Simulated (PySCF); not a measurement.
Vertical excitations of a molecule C3H5FO from TDA-PBE/def2-SVPD (PySCF 2.14.0), as energy in eV (oscillator strength): 5.37 (0.018), 6.11 (0.009), 6.78 (0.010), 6.91 (0.000), 7.10 (0.474), 7.29 (0.031), 7.35 (0.003), 7.79 (0.005), 8.42 (0.010), 8.47 (0.003). Lowest triplet (TDA): 4.43 eV. Geometry: r2SCAN-D4/def2-SVP. A frequency run showed that this geometry is not a minimum. One conformer was computed; it need not be the lowest.

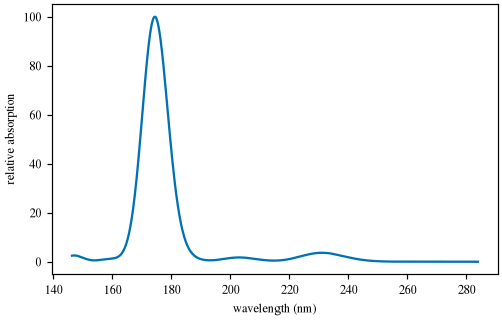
*The lines broadened by 0.4 eV.*

### Question
Identify the compound among the candidates.
A) FC1COC1
B) O[C@H]1C[C@@H]1F
C) C=C(F)OC
D) CO/C=C/F

### Answer
C, C=C(F)OC
